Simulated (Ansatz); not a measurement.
## KVSe3 in P4mm, a phase reached by a soft mode: a soft mode frozen in

Which phase does KVSe3 in P4mm, a phase reached by a soft mode fall into along its unstable mode, and how much energy does it gain?

Main program and level: Ansatz 0.2.0; DFT PBEsol, scalar-relativistic, plane waves, PAW; PAW set soft_1.

The structure was built from a prototype and need not be the compound's stable phase.

## (1) Starting point

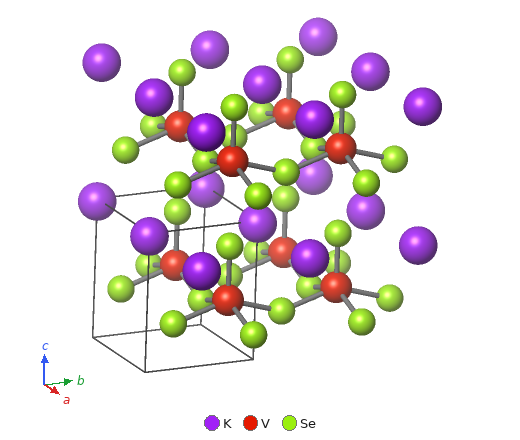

The cell as given, slightly off an axis (potassium purple, vanadium red, selenium green). 2×2×2 cells are drawn. Some periodic images of atoms are drawn too.

## (2) Linear response at the zone centre

This phase was reached earlier by freezing in an unstable mode of a structure of higher symmetry and relaxing. Its zone-centre modes can show that it is still unstable.

Input file input.yaml:

```yaml
crystal:
  lattice:
    - [4.6636674864, 0.0, 0.0]
    - [0.0, 4.6636674864, 0.0]
    - [0.0, 0.0, 5.6622121893]
  atoms:
    - { symbol: K, position: [0.0, 0.0, 0.9797117282] }
    - { symbol: V, position: [0.5, 0.5, 0.6001800971] }
    - { symbol: Se, position: [0.5, 0.0, 0.4754561654] }
    - { symbol: Se, position: [0.5, 0.5, 0.9877865941] }
    - { symbol: Se, position: [0.0, 0.5, 0.4754561654] }
kpoints:
  mp_grid: { grid: [8, 8, 6] }
hamiltonian:
  xc: pbesol
  pseudopotentials: { kind: paw, azcp: { folder: soft_1 }, xc_functional: pbe }
scf:
  occupations: { method: methfessel_paxton, width: 0.2 }
output:
  eigenvalues: true
phonons:
  method: dfpt
```

Started as:

```
> ansatz run input.yaml --threads 8 --pin off --max-ram 16384MiB --backend cpu --events-out ev --progress --plain --runs-dir out
```

Numbers of over 12 decimals in the logs are rounded to 6 here.

What it wrote:

```text
zone centre: on kpoints.mp_grid the ground state, and the responses unless they are solved on pairs of k-points, stand on 100 of the mesh's 384 k-points, reduced under 4 symmetry operations, with k and −k counted as one. Each operation leaves every solved displacement unchanged or reverses it
Engine: ansatz 0.2.0, aarch64-unknown-linux-gnu
Pseudopotentials: kind: paw
Pseudopotential: K, paw, valence charge 9, recommended cutoff 420 eV (normal), soft_1/K.paw.azcp
Pseudopotential: V, paw, valence charge 13, recommended cutoff 420 eV (normal), soft_1/V.paw.azcp
Pseudopotential: Se, paw, valence charge 16, recommended cutoff 420 eV (normal), soft_1/Se.paw.azcp
Functional definition: PBEsol
  exchange = pbesol_x
  correlation = pbesol_c
Crystal: 5 atoms, lattice volume = 123.152 Å³
Basis set: ecut = 420 eV, 2411 PW (Γ), exchange–correlation on 64×64×80 points (8 copies of the dense FFT grid, shifted against one another)
Bands: 42, of which v1, the nominal top of the filled ones, is band 35 counted from 1 (34 counted from 0)
Symmetry: 8 space group operations
k-points: 100 of 384 (irreducible under 4 space group operations, time reversal used)
Non-local potential: K, projectors of the file, l = 0: 3, l = 1: 2, l = 2: 2
Non-local potential: V, projectors of the file, l = 0: 3, l = 1: 2, l = 2: 3, l = 3: 1
Non-local potential: Se, projectors of the file, l = 0: 2, l = 1: 2, l = 2: 3, l = 3: 1
PAW form: soft (Blöchl's): semilocal exchange-correlation on the pseudo side does not see the compensation charge
PAW frozen core: K, regenerated for the run's functional, and the local potential with it (the file was generated under x = pbe(κ = 0.804, μ = 0.219515), c = pbe(β = 0.066725))
PAW frozen core: V, regenerated for the run's functional, and the local potential with it (the file was generated under x = pbe(κ = 0.804, μ = 0.219515), c = pbe(β = 0.066725))
PAW frozen core: Se, regenerated for the run's functional, and the local potential with it (the file was generated under x = pbe(κ = 0.804, μ = 0.219515), c = pbe(β = 0.066725))
PAW one-centre angular grid: K, 110 points (default); XC on 64 Gauss nodes
PAW one-centre angular grid: V, 590 points (default); XC on 64 Gauss nodes
PAW one-centre angular grid: Se, 590 points (default); XC on 64 Gauss nodes
Initial density: superposition of atomic densities (chi_scale 0.1, normalization cell, long waves kept (reshape's long-wave potential 0.01 eV rms))
Initial wavefunctions: pseudopotential atomic-orbital guess
Functional: x = pbesol(κ = 0.804, μ = 0.123457), c = pbesol(β = 0.046)
SCF iter   1: F=—  HF=-20683.751415 eV  |F-HF|=—  |Δ(HF+E_count)|=         —  Δρ=2.09e-1  dr2=9.56e1  ethr=3.10e-3  ⟨swp⟩=7.3  Hψ=15843  notcnv=0
preconditioner: auto → Kerker (q_TF=auto, 2.483 Å⁻¹)  [metal: Δε(μ)=0.017 eV  Ē_g=9.281 eV  σ=0.200 eV  W_gap=0.07  n_scr=28 (ndim 8)  ℏωp=18.3 eV  f_vac=0.001  D(μ)=4.62/eV (n_scr^D=36)]
SCF iter   2: F=—  HF=-20678.787237 eV  |F-HF|=—  |Δ(HF+E_count)|=    4.96e0  S|Δr|=    0.00e0  Δρ=7.80e-2  dr2=1.62e1  ethr=3.10e-3  ⟨swp⟩=3.0  Hψ=7421  notcnv=0  defer=68
SCF iter   3: F=—  HF=-20677.393942 eV  |F-HF|=—  |Δ(HF+E_count)|=    1.39e0  S|Δr|=    0.00e0  Δρ=1.20e-2  dr2=4.00e-1  ethr=3.10e-3  ⟨swp⟩=2.9  Hψ=6411  notcnv=0  defer=68
SCF iter   4: F=—  HF=-20677.323346 eV  |F-HF|=—  |Δ(HF+E_count)|=   7.06e-2  S|Δr|=    0.00e0  Δρ=5.61e-3  dr2=1.11e-1  ethr=5.72e-4  ⟨swp⟩=2.5  Hψ=5558  notcnv=0  defer=31
SCF iter   5: F=—  HF=-20677.296057 eV  |F-HF|=—  |Δ(HF+E_count)|=   2.73e-2  S|Δr|=    0.00e0  Δρ=2.51e-3  dr2=2.48e-2  ethr=1.58e-4  ⟨swp⟩=2.0  Hψ=5255  notcnv=0  defer=31
SCF iter   6: F=—  HF=-20677.290543 eV  |F-HF|=—  |Δ(HF+E_count)|=   5.51e-3  S|Δr|=    0.00e0  Δρ=1.14e-3  dr2=3.37e-3  ethr=3.54e-5  ⟨swp⟩=2.1  Hψ=5605  notcnv=0  defer=29
SCF iter   7: F=—  HF=-20677.289810 eV  |F-HF|=—  |Δ(HF+E_count)|=   7.33e-4  S|Δr|=    0.00e0  Δρ=3.74e-4  dr2=4.70e-4  ethr=4.81e-6  ⟨swp⟩=2.0  Hψ=7091  notcnv=0  defer=29
SCF iter   8: F=—  HF=-20677.289631 eV  |F-HF|=—  |Δ(HF+E_count)|=   1.79e-4  S|Δr|=    0.00e0  Δρ=2.11e-4  dr2=1.21e-4  ethr=6.71e-7  ⟨swp⟩=2.0  Hψ=7471  notcnv=0  defer=29
SCF iter   9: F=—  HF=-20677.289636 eV  |F-HF|=—  |Δ(HF+E_count)|=   4.70e-6  S|Δr|=    0.00e0  Δρ=8.13e-5  dr2=1.74e-5  ethr=1.73e-7  ⟨swp⟩=2.0  Hψ=7248  notcnv=0  defer=29
SCF iter  10: F=—  HF=-20677.289640 eV  |F-HF|=—  |Δ(HF+E_count)|=   4.14e-6  S|Δr|=    0.00e0  Δρ=2.89e-5  dr2=1.63e-6  ethr=2.48e-8  ⟨swp⟩=2.0  Hψ=7583  notcnv=0  defer=29
SCF iter  11: F=—  HF=-20677.289640 eV  |F-HF|=—  |Δ(HF+E_count)|=   6.50e-7  S|Δr|=    0.00e0  Δρ=1.12e-5  dr2=2.74e-7  ethr=2.32e-9  ⟨swp⟩=2.0  Hψ=7599  notcnv=0  defer=29
SCF iter  12: F=—  HF=-20677.289640 eV  |F-HF|=—  |Δ(HF+E_count)|=   5.13e-8  S|Δr|=    0.00e0  Δρ=6.29e-6  dr2=1.15e-7  ethr=3.91e-10  ⟨swp⟩=2.0  Hψ=7536  notcnv=0  defer=29
SCF iter  13: F=—  HF=-20677.289640 eV  |F-HF|=—  |Δ(HF+E_count)|=   1.19e-8  S|Δr|=    0.00e0  Δρ=3.04e-6  dr2=2.84e-8  ethr=1.65e-10  ⟨swp⟩=2.0  Hψ=7451  notcnv=0  defer=29
SCF iter  14: F=—  HF=-20677.289640 eV  |F-HF|=—  |Δ(HF+E_count)|=   2.66e-9  S|Δr|=    0.00e0  Δρ=1.40e-6  dr2=4.37e-9  ethr=4.06e-11  ⟨swp⟩=2.0  Hψ=5629  notcnv=0  defer=29
SCF iter  15: F=—  HF=-20677.289640 eV  |F-HF|=—  |Δ(HF+E_count)|=  3.64e-12  S|Δr|=    0.00e0  Δρ=5.70e-7  dr2=6.28e-10  ethr=6.25e-12  ⟨swp⟩=2.0  Hψ=5642  notcnv=0  defer=29
SCF iter  16: F=—  HF=-20677.289640 eV  |F-HF|=—  |Δ(HF+E_count)|=  9.09e-11  S|Δr|=    0.00e0  Δρ=2.69e-7  dr2=1.32e-10  ethr=1.00e-12  ⟨swp⟩=2.0  Hψ=7283  notcnv=0  defer=29
SCF iter  17: F=—  HF=-20677.289640 eV  |F-HF|=—  |Δ(HF+E_count)|=  2.91e-11  S|Δr|=    0.00e0  Δρ=1.07e-7  dr2=3.42e-11  ethr=1.00e-12  ⟨swp⟩=2.0  Hψ=5457  notcnv=0  defer=29
SCF iter  18: F=-20677.289640 eV  HF=-20677.289640 eV  |F-HF|=1.09e-11  |Δ(HF+E_count)|=  7.28e-12  S|Δr|=    0.00e0  Δρ=6.17e-8  dr2=6.92e-12  ethr=1.00e-12  ⟨swp⟩=8.0  Hψ=20711  notcnv=0
SCF 1 converged in 18 iterations: F = -20677.289640 eV  dr2 = 6.92e-12
  greatest PAW one-centre occupation: 1.000 electrons in one spin orbital (limit 2), on the Se atom at site 4 (counted from 0), in its partial waves of l = 2
DFPT response loops at Γ: preconditioner auto → Kerker (q_TF=auto, 2.483 Å⁻¹) (partly filled bands, converged f_vac=0.034); β = 1.00, the filter's whole step (`scf.mixing.beta` (0.50) is not read by the response loops under this deck's `scf.mixing.preconditioner`; to damp them name `kerker` or `kerker_dos`, under which they read `scf.mixing.beta`, and type it under 1.00, their step now; both keys bind the ground state too); Broyden in place of MSR1
SCF converged after 18 iterations
Stability not checked: this state was not tested for a lower state beside it, because cold or Methfessel-Paxton smearing, or corrected tetrahedra, fill the levels in a way that the test cannot read (fill_not_monotonic; see scf.lower_state_search)
Free energy (F): -20677.289640 eV
Harris-Foulkes:  -20677.289640 eV  (|F-HF|=1.09e-11)
Internal energy: -20677.303335 eV  (E = F + TS)
E sigma→0 (E₀):  -20677.293064 eV
Entropy (-TS):   0.013694 eV (2.739 meV/atom)
Fermi energy:    7.661354 eV
--- Per-component energies (eV) ---
  E_band       = -1523.503663
  E_kinetic    = 882.627962
  E_local      = -10690.696798  (includes V_loc(G=0)·N_el)
  E_nonlocal   = -961.736534
  E_hartree    = 5317.891149
  E_xc         = -501.150430
  E_vxc        = -579.542531  (∫ρ·V_xc dr)
  E_paw        = -8120.090444  (= ΣΔE_a)
  E_vpaw       = -809.938077  (= ΣTr[D̂ρ^β])
  E_aug_tail   = -0.000039  (compensation charges beyond the density's cutoff)
  E_ewald      = -6607.431122
  E_core_change = 3.282920  (= ΣΔE_core)
  E_smearing   = 0.013694  (= −TS)
  E_closure    = 0.000000  (closes the sum)
  Σ components = -20677.289640   (vs F -20677.289640, Δ=0.00e0)
--- Band table (eV; the first three rows and the last of 100) ---
  k-point 0: bands = [... 31 lower, 5.4770, 5.7221, 6.9021, 7.1749, 7.1749, 8.9836, 8.9836, 9.1565, ... 3 higher]
  k-point 1: bands = [... 31 lower, 5.3402, 5.6636, 6.9048, 7.1848, 7.1848, 8.9482, 8.9482, 9.1107, ... 3 higher]
  k-point 2: bands = [... 31 lower, 5.2040, 5.5527, 6.9102, 7.2092, 7.2092, 8.8762, 8.8762, 9.0437, ... 3 higher]
  k-point 99: bands = [... 31 lower, 4.4819, 7.1425, 7.1425, 7.8298, 7.8298, 8.1137, 8.7444, 9.1448, ... 3 higher]
--- Phonons (Γ-DFPT): 9 representative perturbations + reference, on 100 of 384 k-points (Σ response iterations 29) ---
  k mesh reduced under 4 symmetry operations, with k and −k counted as one. Each operation leaves every solved displacement unchanged or reverses it
  ASR residual: 4.449e-5 → 0.000e0 eV/Å²; symmetrization residual: 6.622e-6 eV/Å²
  ASR residual per site (eV/Å²): 4.40e-6 2.98e-5 4.45e-5 1.12e-5 4.45e-5
  Γ frequencies (cm⁻¹): -77.38 -77.38 0.00 0.00 0.00 63.64 71.40 86.28 86.28 133.00 133.40 133.40 229.52 229.52 375.93
  non-analytic LO–TO correction: not included (Born effective charges unavailable; polar crystals: no LO–TO splitting at Γ)
```

The job ended after 76 s (8 threads of Arm Neoverse V2, shared host; peak memory 2 GiB).

This step gave:

```yaml
volume_per_atom: 24.63 Å³
gap_on_the_k_mesh: 0 eV
sum_rule_residual_before_enforcement: 4.45e-5 eV/Å²
point_group: 4mm
highest_optical_mode_at_the_zone_centre_no_lo_to_term: 375.9 cm⁻¹
lowest_optical_zone_centre_mode: -77.38 cm⁻¹
```

Patterns of degenerate modes are one choice out of their space. Modes at Γ, with each element's share of the kinetic energy (negative means imaginary):

```csv
mode,frequency (cm⁻¹),symmetry,K %,V %,Se %
1,-77.4,E,1,28,71
2,-77.4,E,1,28,71
3,0.0,acoustic,12,16,72
4,0.0,acoustic,12,16,72
5,0.0,acoustic,12,16,72
6,63.6,A1,88,3,10
7,71.4,B1,0,0,100
8,86.3,E,30,23,48
9,86.3,E,30,23,48
10,133.0,A1,0,19,81
11,133.4,E,57,1,41
12,133.4,E,57,1,41
13,229.5,E,0,32,68
14,229.5,E,0,32,68
15,375.9,A1,0,63,37
```

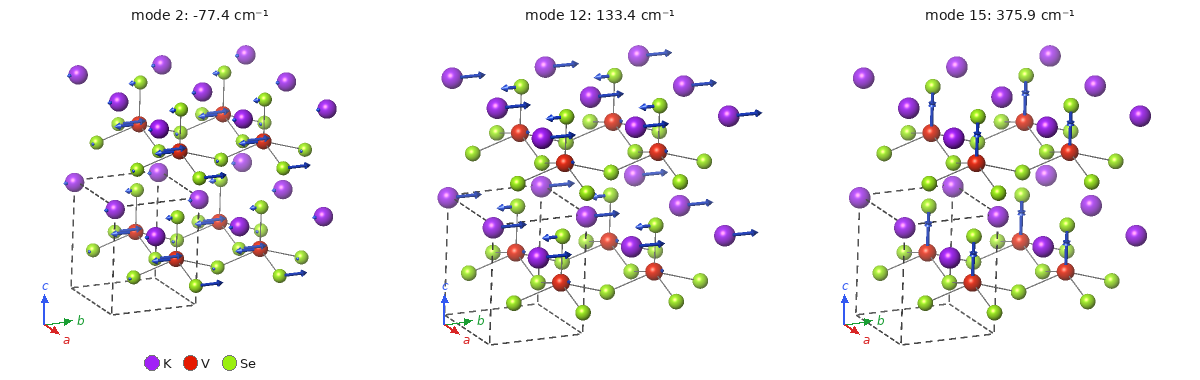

Displacement patterns of modes 2, 12 and 15 at Γ; arrows are exaggerated. 2×2×2 cells are drawn. Some periodic images of atoms are drawn too.

Before it was imposed, the acoustic sum rule was missed by 4.4e-5 eV/Å². Small misses are needed for a sound result but don't prove that mesh and cutoff are converged. The lowest optical mode is imaginary, 77.4i cm⁻¹, so the energy falls along it.

## (3) The mode frozen in, largest atomic shift 0 Å

The mode followed lies at Γ with frequency 77.4i cm⁻¹ and is 2-fold degenerate, the softest among the wavevectors solved. At small amplitude the distorted cell has space group no. 8 by a symmetry search on the positions. The undistorted cell that holds it gives the zero of energy on the same k mesh.

input.yaml, as its differences from that of step 2:

```diff
@@ -19,4 +19,4 @@
 output:
+  forces: true
+  stress: true
   eigenvalues: true
-phonons:
-  method: dfpt
```

What it wrote:

```text
[...]
Crystal: 5 atoms, lattice volume = 123.152 Å³
Basis set: ecut = 420 eV, 2411 PW (Γ), exchange–correlation on 64×64×80 points (8 copies of the dense FFT grid, shifted against one another)
Bands: 42, of which v1, the nominal top of the filled ones, is band 35 counted from 1 (34 counted from 0)
Symmetry: 8 space group operations
[...]
k-points: 60 of 384 (time reversal used)
[...]
k-point 0: bands = [... 31 lower, 5.4770, 5.7221, 6.9021, 7.1749, 7.1749, 8.9836, 8.9836, 9.1565, ... 3 higher]
  k-point 1: bands = [... 31 lower, 5.3402, 5.6636, 6.9048, 7.1848, 7.1848, 8.9482, 8.9482, 9.1107, ... 3 higher]
  k-point 2: bands = [... 31 lower, 5.2040, 5.5527, 6.9102, 7.2092, 7.2092, 8.8761, 8.8761, 9.0437, ... 3 higher]
  k-point 59: bands = [... 31 lower, 4.4819, 7.1425, 7.1425, 7.8298, 7.8298, 8.1137, 8.7445, 9.1448, ... 3 higher]
[key lines of the parts left out:]
SCF converged after 13 iterations
Free energy (F): -20677.289640 eV
Fermi energy:    7.661351 eV
P = ⅓ Tr σ = -0.0019 GPa (-0.019 kbar)
```

Wall time 5 s (8 threads); peak memory 0.61 GiB; 38 s of CPU time.

This step gave:

| Item | Value |
| --- | --- |
| pressure | -0.001887 GPa |
| energy from the undistorted cell | 0 meV/atom |

The run ends at a pressure of 0.00 GPa, with forces up to 5.3e-4 eV/Å.

## (4) The mode frozen in, largest atomic shift 0.14 Å

The atoms are moved along the unstable eigenvector, the largest shift by 0.14 Å, with the cell fixed.

input.yaml, the sections that differ from step 3:

```yaml
crystal:
  lattice:
    - [4.6636674864, 0.0, 0.0]
    - [0.0, 4.6636674864, 0.0]
    - [0.0, 0.0, 5.6622121893]
  atoms:
    - { symbol: K, position: [0.0044995867, 0.0044995867, 0.9797117282] }
    - { symbol: V, position: [0.5212268455, 0.5212268455, 0.6001800971] }
    - { symbol: Se, position: [0.4742700988, 0.0021505062, 0.4754561654] }
    - { symbol: Se, position: [0.507658949, 0.507658949, 0.9877865941] }
    - { symbol: Se, position: [0.0021505062, 0.4742700988, 0.4754561654] }
# kpoints, hamiltonian, scf, output: as in step 3
```

What it wrote:

```text
[...]
Crystal: 5 atoms, lattice volume = 123.152 Å³
Basis set: ecut = 420 eV, 2411 PW (Γ), exchange–correlation on 64×64×80 points (8 copies of the dense FFT grid, shifted against one another)
Bands: 42, of which v1, the nominal top of the filled ones, is band 35 counted from 1 (34 counted from 0)
Symmetry: 2 space group operations
[...]
k-points: 114 of 384 (time reversal used)
[...]
k-point 0: bands = [... 31 lower, 5.5047, 5.7131, 6.5027, 7.0843, 7.4733, 9.0357, 9.0766, 9.3067, ... 3 higher]
  k-point 1: bands = [... 31 lower, 5.3687, 5.6604, 6.4997, 7.1004, 7.4988, 8.9727, 9.0333, 9.2897, ... 3 higher]
  k-point 2: bands = [... 31 lower, 5.2459, 5.5605, 6.4952, 7.1355, 7.5595, 8.8679, 8.9523, 9.2569, ... 3 higher]
  k-point 113: bands = [... 31 lower, 4.5963, 6.9952, 7.1709, 7.8450, 7.8526, 8.1758, 8.7113, 9.1958, ... 3 higher]
[key lines of the parts left out:]
SCF converged after 12 iterations
Free energy (F): -20677.313644 eV
Fermi energy:    7.705321 eV
P = ⅓ Tr σ = 0.0523 GPa (0.523 kbar)
```

It took 8.2 s on 8 threads; peak memory 0.77 GiB; 62 s of CPU time.

Numbers from this step:

```yaml
pressure: 0.05231 GPa
energy_from_the_undistorted_cell: -4.213 meV/atom
```

The energy, extrapolated to zero smearing, is -4.21 meV/atom against the undistorted cell.

The run ends at a pressure of 0.05 GPa, with forces up to 0.100 eV/Å.

## (5) Energy along the mode, all amplitudes (two of the runs are shown above)

An imaginary frequency means negative curvature, so the energy should fall and then rise again as anharmonic terms take over.

Numbers from this step:

```
depth at the lowest point sampled  : 4.213 meV/atom
largest atomic shift at that point : 0.14 Å
```

Table of energy from the parent by largest atomic shift:

```csv
largest atomic shift (Å),energy from the parent (meV/atom)
0.000,0
0.040,-0.535
0.080,-1.97
0.140,-4.21
0.220,-3.41
0.320,16.1
```

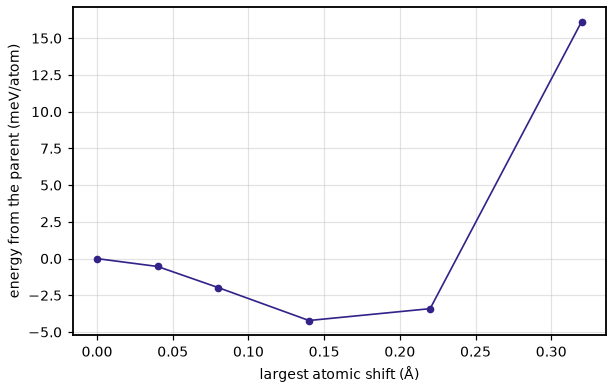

Energy from the parent against largest atomic shift.

Displacement at unit largest shift by atom:

```csv
atom,x (Å),y (Å),z (Å),size
K1,0.150,0.150,0.000,0.212
V2,0.707,0.707,0.000,1.000
Se3,-0.857,0.072,0.000,0.860
Se4,0.255,0.255,0.000,0.361
Se5,0.072,-0.857,0.000,0.860
```

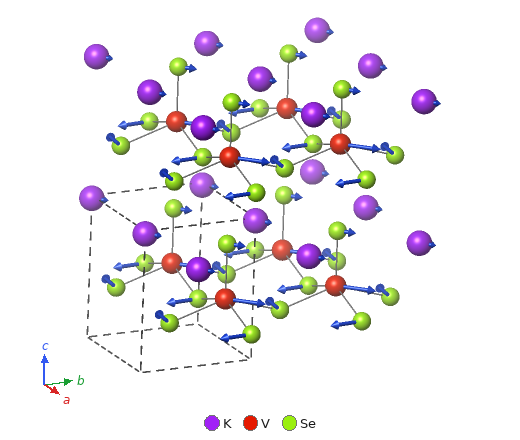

Displacement at unit largest shift as arrows, the longest 1.000 Å. 2×2×2 cells are drawn. Some periodic images of atoms are drawn too.

The lowest of the steps tried is at 0.14 Å, 4.21 meV/atom below the parent; the bottom of the well need not coincide with a step.

(Part 1 of 2 ends here.)

[Logs are printed without paths, hosts, clocks, repeated set-up lines and the standing remarks that a program may print on its own settings, such as how far it seeks lower states.]

[Hosts, paths, dates, database ids (printed as entryN), source tags and the programs' standing remarks are cut or masked in the printed files.]
